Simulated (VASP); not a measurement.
# A VASP study of BeSnTe2 (PBE): structure first, properties next, part 3 of 6

Wanted: the relaxed cell of BeSnTe2 and its properties. The cell is invented: it takes the structure of COD entry 1537798, SnS (space group 225 there), with some of its atoms replaced by other elements, volume scaled by an estimate. It may not be a known or stable phase.

VASP 6.6.1, plane waves and PAW; the level of theory is named at each step.

So far. Step 3 (Full relaxation (PBE)): It ends with forces that vanish by symmetry and a pressure of -0.03 GPa. Step 4 (Single point with fields (PBE)): In this run the pressure is -0.02 GPa, small enough to go on.

**5. Band structure (PBE)**

Level of this step: PBE; plane waves and PAW (Te, Sn_d, Be); invented cell (VASP).

The mesh alone shows little of the dispersion and can miss band extrema, so KPOINTS_OPT adds a path through the symmetry points after the self-consistent cycle.

The input, INCAR:

```
SYSTEM = BeSnTe2
PREC = Accurate
ENCUT = 400
EDIFF = 1E-06
NELM = 100
ISMEAR = -1
SIGMA = 0.05
LREAL = .FALSE.
ALGO = Normal
GGA = PE
NBANDS = 28
LORBIT = 11
LWAVE = .FALSE.
LCHARG = .FALSE.
KPAR = 2
```

The input, POSCAR:

```
BeSnTe2
1.0
    4.2428886305      0.0000000000      0.0000000000
    0.0000000000      4.2428886305      0.0000000000
    0.0000000000      0.0000000000      5.9527722582
Te Sn Be
2 1 1
Direct
    0.5000000000      0.5000000000      0.5000000000
    0.0000000000      0.0000000000      0.0000000000
    0.0000000000      0.0000000000      0.5000000000
    0.5000000000      0.5000000000      0.0000000000
```

The input, KPOINTS:

```
Automatic mesh
0
Gamma
5 5 4
0 0 0
```

The input, KPOINTS_OPT:

```
Line mode
16
Line-mode
Reciprocal
  0.00000000   0.00000000   0.00000000 GAMMA
  0.00000000   0.50000000   0.00000000 X

  0.00000000   0.50000000   0.00000000 X
  0.50000000   0.50000000   0.00000000 M

  0.50000000   0.50000000   0.00000000 M
  0.00000000   0.00000000   0.00000000 GAMMA

  0.00000000   0.00000000   0.00000000 GAMMA
  0.00000000   0.00000000   0.50000000 Z

  0.00000000   0.00000000   0.50000000 Z
  0.00000000   0.50000000   0.50000000 R

  0.00000000   0.50000000   0.50000000 R
  0.50000000   0.50000000   0.50000000 A

  0.50000000   0.50000000   0.50000000 A
  0.00000000   0.00000000   0.50000000 Z

  0.00000000   0.50000000   0.00000000 X
  0.00000000   0.50000000   0.50000000 R

  0.50000000   0.50000000   0.00000000 M
  0.50000000   0.50000000   0.50000000 A
```

Potentials, in the order of the species: Te, Sn_d and Be (PBE family, release 64).

Run with:

```sh
> mpirun -np 2 vasp_std
```

What it wrote:

```text
[... set-up lines as in an earlier step ...]
 entering main loop
       N       E                     dE             d eps       ncg     rms          rms(c)
DAV:   1     0.167749156940E+03    0.16775E+03   -0.99903E+03  1024   0.849E+02
DAV:   2     0.648224277835E+01   -0.16127E+03   -0.15097E+03  1052   0.246E+02
DAV:   3    -0.126492769645E+02   -0.19132E+02   -0.18730E+02  1264   0.781E+01
DAV:   4    -0.133269319240E+02   -0.67765E+00   -0.67624E+00  1188   0.155E+01
DAV:   5    -0.133479908508E+02   -0.21059E-01   -0.21058E-01  1420   0.288E+00    0.679E+00
DAV:   6    -0.132917581155E+02    0.56233E-01   -0.89537E-02  1288   0.175E+00    0.436E+00
DAV:   7    -0.132978667883E+02   -0.61087E-02   -0.57544E-02  1364   0.128E+00    0.582E-01
DAV:   8    -0.132971316076E+02    0.73518E-03   -0.60834E-03  1296   0.531E-01    0.273E-01
DAV:   9    -0.132971761193E+02   -0.44512E-04   -0.10167E-03  1312   0.162E-01    0.121E-01
DAV:  10    -0.132972741316E+02   -0.98012E-04   -0.91431E-05  1140   0.427E-02    0.305E-02
DAV:  11    -0.132972857682E+02   -0.11637E-04   -0.10318E-05  1216   0.172E-02    0.119E-02
DAV:  12    -0.132972881406E+02   -0.23724E-05   -0.45037E-06  1128   0.965E-03    0.474E-03
DAV:  13    -0.132972879298E+02    0.21087E-06   -0.21781E-07   792   0.202E-03
   1 F= -.13297288E+02 E0= -.13291907E+02  d E =-.107610E-01
 Start KPOINTS_OPT (optional k-point list driver)
k-point batch [1-18\144]
       N       E                     dE             ncg
DAV:   1     0.107358136737E+04   -0.45635E+04     1032
DAV:   2    -0.195115983283E+04   -0.30247E+04     1060
DAV:   3    -0.232363255598E+04   -0.37247E+03     1272
DAV:   4    -0.233738374189E+04   -0.13751E+02     1188
DAV:   5    -0.233778855704E+04   -0.40482E+00     1344
DAV:   6    -0.233779536270E+04   -0.68057E-02     1200
DAV:   7    -0.233779584274E+04   -0.48004E-03     1444
DAV:   8    -0.233779584541E+04   -0.26733E-05     1012
DAV:   9    -0.233779584547E+04   -0.60300E-07      700
[...]
k-point batch [127-144\144]
       N       E                     dE             ncg
DAV:   1     0.740847641380E+03   -0.13742E+05     1024
DAV:   2    -0.216328950984E+04   -0.29041E+04     1024
DAV:   3    -0.250097277455E+04   -0.33768E+03     1316
DAV:   4    -0.251255976274E+04   -0.11587E+02     1264
DAV:   5    -0.251293068249E+04   -0.37092E+00     1420
DAV:   6    -0.251293817732E+04   -0.74948E-02     1292
DAV:   7    -0.251293851502E+04   -0.33770E-03     1484
DAV:   8    -0.251293852060E+04   -0.55855E-05     1100
DAV:   9    -0.251293852077E+04   -0.17072E-06      860
```

Run time: 1.7 min. Hardware: 2 MPI ranks of Intel Xeon Platinum 8375C at 2.90GHz (Ice Lake), shared host; peak memory 0.41 GiB; 3.3 min of CPU time.

OUTCAR, selected parts (step 5):

```text
   k-points           NKPTS =     18   k-points in BZ     NKDIM =     18   number of bands    NBANDS=     28

   NELECT =      28.0000    total number of electrons

 E-fermi :   6.3324

 k-point     1 :       0.0000    0.0000    0.0000
  band No.  band energies     occupation
    ...
     11       2.9186      2.00000
     12       4.9516      2.00000
     13       5.1721      2.00000
     14       5.1721      2.00000
     15       5.9204      1.99947
     16       9.0104      0.00000
     17      10.8211      0.00000
     18      10.8211      0.00000
     19      11.0404      0.00000
     20      12.0059      0.00000
    ...

  Total       -0.0114298     -0.0114298     -0.0130966      0.0000000      0.0000000      0.0000000
  in kB       -0.1708854     -0.1708854     -0.1958070      0.0000000      0.0000000      0.0000000
  external PRESSURE =      -0.1791926 kB  Pullay stress =       0.0000000 kB

  FREE ENERGIE OF THE ION-ELECTRON SYSTEM (eV)
  ---------------------------------------------------
  free  energy   TOTEN  =       -13.2972879298 eV

  energy  without entropy=      -13.2865269329  energy(sigma->0) =      -13.29190743

[... 11 parts as in an earlier step ...]

[... 6 further parts left out ...]
```

Spin-orbit coupling is off here; with elements this heavy it splits and shifts levels by tenths of an eV or more.

Numbers from this step:

| Item | Value |
| --- | --- |
| bands | 28 |
| pressure | -0.01792 GPa |

The electronic bands at the labelled points (eV, zero at the Fermi level; # counts the bands kept, so #1 is VASP's band 8):

```
    point     #4     #5     #6     #7     #8    #9   #10   #11
        Γ  -3.41  -1.38  -1.16  -1.16  -0.41  2.68  4.49  4.49
        X  -3.24  -1.59  -1.28   0.00   0.49  1.57  2.63  2.94
        M  -3.76  -2.94  -2.94  -2.78  -1.41  2.80  2.80  6.22
        Γ  -3.41  -1.38  -1.16  -1.16  -0.41  2.68  4.49  4.49
        Z  -3.04  -1.84  -1.84  -0.93  -0.06  3.23  3.71  3.88
        R  -1.38  -0.94  -0.88   0.66   0.69  0.88  1.34  1.87
        A  -3.78  -3.78  -3.74   0.15   1.59  1.62  2.61  5.80
        Z  -3.04  -1.84  -1.84  -0.93  -0.06  3.23  3.71  3.88
jump to X  -3.24  -1.59  -1.28   0.00   0.49  1.57  2.63  2.94
        R  -1.38  -0.94  -0.88   0.66   0.69  0.88  1.34  1.87
jump to M  -3.76  -2.94  -2.94  -2.78  -1.41  2.80  2.80  6.22
        A  -3.78  -3.78  -3.74   0.15   1.59  1.62  2.61  5.80
```

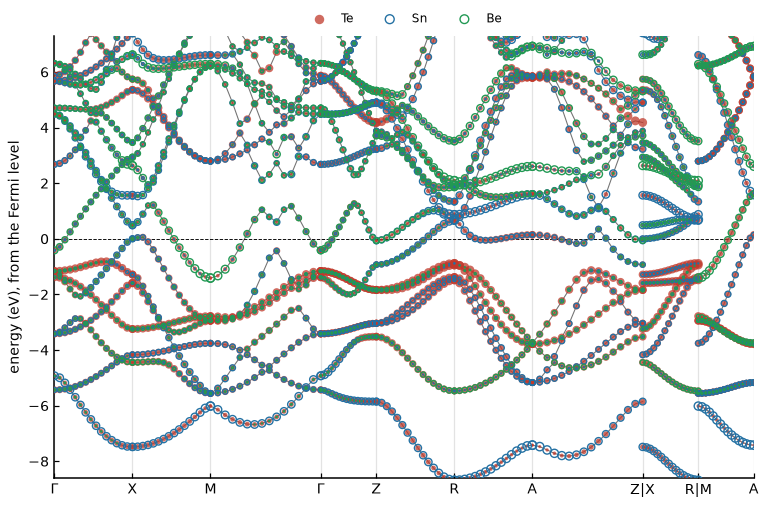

Electronic bands along the path; dots are coloured as in the legend, and their area grows with the weight.

There is no gap at this level.

**6. Total and projected DOS (PBE)**

A density of states needs more k-points than a total energy; ISMEAR = -5 takes tetrahedra, and LORBIT projects the states on the PAW spheres. The mesh is finer than in the run before.

INCAR, as its differences from that of step 5:

```diff
@@ -5,3 +5,3 @@
 NELM = 100
-ISMEAR = -1
+ISMEAR = -5
 SIGMA = 0.05
@@ -15 +15,2 @@
 KPAR = 2
+NEDOS = 2001
```

POSCAR is that of step 5.

The input, KPOINTS:

```
Automatic mesh
0
Gamma
8 8 6
0 0 0
```

Run with:

```sh
> mpirun -np 2 vasp_std
```

What it wrote:

```text
[... set-up lines as in an earlier step ...]
 entering main loop
       N       E                     dE             d eps       ncg     rms          rms(c)
DAV:   1     0.173470773683E+03    0.17347E+03   -0.10051E+04  3460   0.856E+02
DAV:   2     0.777505961075E+01   -0.16570E+03   -0.15482E+03  3556   0.255E+02
DAV:   3    -0.126061014417E+02   -0.20381E+02   -0.19975E+02  4228   0.804E+01
DAV:   4    -0.133407408916E+02   -0.73464E+00   -0.73343E+00  3996   0.163E+01
DAV:   5    -0.133630769323E+02   -0.22336E-01   -0.22349E-01  4716   0.300E+00    0.662E+00
DAV:   6    -0.133114345471E+02    0.51642E-01   -0.10110E-01  4204   0.161E+00    0.421E+00
DAV:   7    -0.133232274222E+02   -0.11793E-01   -0.60448E-02  4336   0.117E+00    0.621E-01
DAV:   8    -0.133193742551E+02    0.38532E-02   -0.81106E-03  3980   0.493E-01    0.247E-01
DAV:   9    -0.133201319794E+02   -0.75772E-03   -0.79650E-04  3980   0.126E-01    0.414E-02
DAV:  10    -0.133198314588E+02    0.30052E-03   -0.65319E-05  4084   0.315E-02    0.255E-02
DAV:  11    -0.133198391889E+02   -0.77302E-05   -0.12110E-05  4008   0.191E-02    0.107E-02
DAV:  12    -0.133198428586E+02   -0.36697E-05   -0.34169E-06  3832   0.988E-03    0.399E-03
DAV:  13    -0.133198317033E+02    0.11155E-04   -0.27203E-07  2392   0.263E-03    0.118E-03
DAV:  14    -0.133198303866E+02    0.13167E-05   -0.10775E-07  2184   0.170E-03    0.139E-03
DAV:  15    -0.133198315871E+02   -0.12005E-05   -0.14575E-08  2180   0.776E-04    0.287E-04
DAV:  16    -0.133198318354E+02   -0.24838E-06   -0.44855E-09  2112   0.404E-04
   1 F= -.13319832E+02 E0= -.13319832E+02  d E =0.000000E+00
 -----------------------------------------------------------------------------
|                                                                             |
|           W    W    AA    RRRRR   N    N  II  N    N   GGGG   !!!           |
|           W    W   A  A   R    R  NN   N  II  NN   N  G    G  !!!           |
|           W    W  A    A  R    R  N N  N  II  N N  N  G       !!!           |
|           W WW W  AAAAAA  RRRRR   N  N N  II  N  N N  G  GGG   !            |
|           WW  WW  A    A  R   R   N   NN  II  N   NN  G    G                |
|           W    W  A    A  R    R  N    N  II  N    N   GGGG   !!!           |
|                                                                             |
|     Tetrahedron method does not include variations of the Fermi             |
|     occupations, so forces and stress will be inaccurate. We suggest        |
|     using a different smearing scheme ISMEAR = 1 or 2 for metals in         |
|     relaxations.                                                            |
|                                                                             |
 -----------------------------------------------------------------------------
```

Run time: 59 s. Hardware: 2 MPI ranks; peak memory 0.48 GiB.

From OUTCAR (step 6):

```text
   k-points           NKPTS =     60   k-points in BZ     NKDIM =     60   number of bands    NBANDS=     28

   NELECT =      28.0000    total number of electrons

 E-fermi :   6.3098

 k-point     1 :       0.0000    0.0000    0.0000
  band No.  band energies     occupation
    ...
     11       2.9326      2.00000
     12       4.9509      2.00000
     13       5.1633      2.00000
     14       5.1633      2.00000
     15       5.8654      0.67610
     16       9.0235      0.00000
     17      10.8167      0.00000
     18      10.8167      0.00000
     19      11.0247      0.00000
     20      12.0131      0.00000
    ...

  Total        0.0042666      0.0042666      0.0191646      0.0000000      0.0000000      0.0000000
  in kB        0.0637903      0.0637903      0.2865287      0.0000000      0.0000000      0.0000000
  external PRESSURE =       0.1380365 kB  Pullay stress =       0.0000000 kB

  FREE ENERGIE OF THE ION-ELECTRON SYSTEM (eV)
  ---------------------------------------------------
  free  energy   TOTEN  =       -13.3198318354 eV

  energy  without entropy=      -13.3198318354  energy(sigma->0) =      -13.31983184

[... 7 parts as in an earlier step ...]

[... 10 further parts left out ...]
```

With tetrahedra the forces and stress of a metal are not exact derivatives of the energy.

This step gave:

```
SCF cycles             : 16
irreducible k-points   : 60
free energy (TOTEN)    : -13.32 eV
Fermi energy           : 6.310 eV
pressure               : 0.01380 GPa
DOS at the Fermi level : 1.077 states/eV/cell
```

The density of states has structure finer than the step of the table below, so its rows give means over 1 eV, whole bins alone (the curve runs from -12.0 to 4.62 eV). Peaks (eV: height): total -10.8: 5.99, -3.0: 3.33, -1.5: 3.85, 4.4: 3.49; Te p -4.6: 0.759, -2.9: 1.03, -1.9: 1.19, -1.5: 1.43; Sn p -3.0: 0.272, 1.1: 0.572, 2.3: 0.466, 4.2: 0.378; Be p -1.9: 0.106, 1.1: 0.131, 2.3: 0.461, 4.4: 0.352; Be s -4.6: 0.170, 1.0: 0.327, 2.3: 0.085, 4.3: 0.103.

States under -12.0 eV and over 4.6 eV are left out. The density of states by energy, zero at the Fermi level; means over each step; values in states/eV/cell:

```
energy (eV)    total     Te p     Sn p     Be p     Be s    Sn s    Te s
        -11     2.65  0.00494   0.0327  0.00683  0.00609  0.0381    1.70
        -10        0        0        0        0        0       0       0
         -9  0.00153   1.7e-4   2.0e-6        0        0  6.8e-4  3.4e-5
         -8    0.659   0.0703  0.00621   1.2e-4   6.1e-4   0.292  0.0364
         -7     1.08    0.107   0.0156   2.6e-4  0.00401   0.463   0.101
         -6    0.258   0.0268  0.00629   2.6e-4  0.00248  0.0992  0.0317
         -5     1.72    0.412    0.108   0.0200    0.102  0.0215  0.0306
         -4     2.04    0.539    0.178   0.0249   0.0786  0.0338  0.0453
         -3     2.77    0.854    0.216   0.0699   0.0528  0.0395  0.0315
         -2     2.76    0.992    0.140   0.0865   0.0263  0.0487  0.0205
         -1     2.04    0.741    0.103   0.0487   0.0300   0.111  0.0195
          0     1.01    0.230   0.0721   0.0314   0.0612   0.108  0.0185
          1     1.76    0.192    0.276   0.0823    0.200  0.0241  0.0593
          2     2.01    0.171    0.337    0.232   0.0534  0.0221  0.0888
          3     2.65    0.298    0.288    0.319   0.0446  0.0430  0.0738
          4     3.10    0.488    0.310    0.324   0.0822  0.0434  0.0483
```

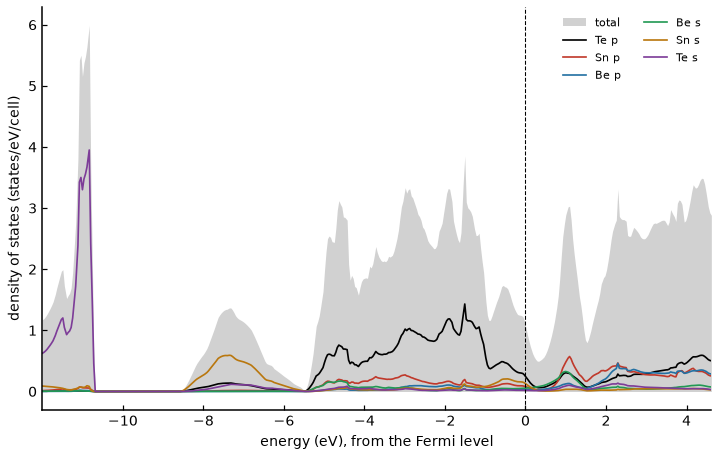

Density of states against energy.

The finer mesh and the other smearing move the Fermi level by -0.02 eV from the 5×5×4 run, a small shift, which tests the Fermi level alone. Of the states within 0.3 eV of the Fermi level, the largest shares in the PAW spheres are Te p 22 %, Sn s 11 % and Sn p 7 %. The rest lies in smaller channels or between the spheres.

**7. Volume scan with PBE, volume scale 0.94**

An equation of state needs energies on both sides of the minimum, all on one mesh and cutoff.

The input, INCAR:

```
SYSTEM = BeSnTe2
PREC = Accurate
ENCUT = 400
EDIFF = 1E-06
NELM = 100
ISMEAR = -1
SIGMA = 0.05
LREAL = .FALSE.
ALGO = Normal
GGA = PE
NBANDS = 20
LORBIT = 11
LWAVE = .FALSE.
LCHARG = .FALSE.
KPAR = 2
ISIF = 2
```

The input, POSCAR:

```
BeSnTe2
1.0
    4.1562747633      0.0000000000      0.0000000000
    0.0000000000      4.1562747633      0.0000000000
    0.0000000000      0.0000000000      5.8312530125
Te Sn Be
2 1 1
Direct
    0.5000000000      0.5000000000      0.5000000000
    0.0000000000      0.0000000000      0.0000000000
    0.0000000000      0.0000000000      0.5000000000
    0.5000000000      0.5000000000      0.0000000000
```

The input, KPOINTS:

```
Automatic mesh
0
Gamma
5 5 4
0 0 0
```

Run with:

```sh
> mpirun -np 2 vasp_std
```

What it wrote:

```text
[... set-up lines as in an earlier step ...]
 entering main loop
       N       E                     dE             d eps       ncg     rms          rms(c)
DAV:   1     0.170026620397E+03    0.17003E+03   -0.10794E+04   732   0.122E+03
DAV:   2     0.483075293407E+01   -0.16520E+03   -0.15914E+03   772   0.314E+02
DAV:   3    -0.125978858966E+02   -0.17429E+02   -0.16774E+02   912   0.971E+01
DAV:   4    -0.132415249728E+02   -0.64364E+00   -0.63841E+00   892   0.195E+01
DAV:   5    -0.132605412977E+02   -0.19016E-01   -0.19008E-01  1060   0.353E+00    0.778E+00
DAV:   6    -0.132264379630E+02    0.34103E-01   -0.84900E-02   976   0.230E+00    0.496E+00
DAV:   7    -0.132321926997E+02   -0.57547E-02   -0.68710E-02   940   0.182E+00    0.248E-01
DAV:   8    -0.132302573927E+02    0.19353E-02   -0.99429E-03   860   0.873E-01    0.279E-01
DAV:   9    -0.132303891879E+02   -0.13180E-03   -0.88714E-04   852   0.170E-01    0.926E-02
DAV:  10    -0.132304662249E+02   -0.77037E-04   -0.53728E-05   852   0.444E-02    0.261E-02
DAV:  11    -0.132304800144E+02   -0.13789E-04   -0.18707E-05   828   0.297E-02    0.227E-02
DAV:  12    -0.132304797077E+02    0.30672E-06   -0.17474E-06   708   0.107E-02
   1 F= -.13230480E+02 E0= -.13225935E+02  d E =-.908842E-02
```

Wall time 13 s (2 MPI ranks); peak memory 0.35 GiB.

OUTCAR, selected parts (step 7):

```text
   ENCUT  =  400.0 eV  29.40 Ry    5.42 a.u.   6.78  6.78  9.51*2*pi/ulx,y,z

   NELECT =      28.0000    total number of electrons

 E-fermi :   7.1157

 k-point     1 :       0.0000    0.0000    0.0000
  band No.  band energies     occupation
    ...
     11       3.3977      2.00000
     12       5.6072      2.00000
     13       5.8419      2.00000
     14       5.8419      2.00000
     15       6.9074      1.96947
     16       9.5381      0.00000
     17      11.7272      0.00000
     18      11.7272      0.00000
     19      11.9537      0.00000
     20      12.6934      0.00000

  Total        2.2126532      2.2126532      2.1409931      0.0000000      0.0000000      0.0000000
  in kB       35.1927778     35.1927778     34.0530062      0.0000000      0.0000000      0.0000000
  external PRESSURE =      34.8128540 kB  Pullay stress =       0.0000000 kB

 POSITION                                       TOTAL-FORCE (eV/Angst)
 -----------------------------------------------------------------------------------
      2.07814      2.07814      2.91563         0.000000      0.000000      0.000000
      0.00000      0.00000      0.00000         0.000000      0.000000      0.000000
      0.00000      0.00000      2.91563         0.000000      0.000000      0.000000
      2.07814      2.07814      0.00000         0.000000      0.000000      0.000000
 -----------------------------------------------------------------------------------
    total drift:                               -0.000000      0.000000      0.000000

  FREE ENERGIE OF THE ION-ELECTRON SYSTEM (eV)
  ---------------------------------------------------
  free  energy   TOTEN  =       -13.2304797077 eV

  energy  without entropy=      -13.2213912827  energy(sigma->0) =      -13.22593550

[... 4 parts as in an earlier step ...]

[... 12 further parts left out ...]
```

The scan keeps the cell's shape and the fractional positions fixed.

This step gave:

| Quantity | Value |
| --- | --- |
| SCF cycles | 12 |
| bands | 20 |
| irreducible k-points | 18 |
| free energy (TOTEN) | -13.23 eV |
| energy at zero smearing | -13.23 eV |
| Fermi energy | 7.116 eV |
| pressure | 3.481 GPa |

The pressure here is 3.48 GPa.

(Part 3 of 6 ends here.)

[Lines on the potential files, build, host, timing and source positions are cut from VASP's logs without a mark.]

[Logs are printed without paths, hosts, clocks, repeated set-up lines and the standing remarks that a program may print on its own settings, such as how far it seeks lower states.]

[Hosts, paths, dates, database ids (printed as entryN), source tags and the programs' standing remarks are cut or masked in the printed files.]

[A measured line is paired with the nearest computed mode of its activity, which favours agreement.]

[In band tables of VASP the shares of atoms and orbitals are scaled to a sum of 1 inside the atoms' spheres.]
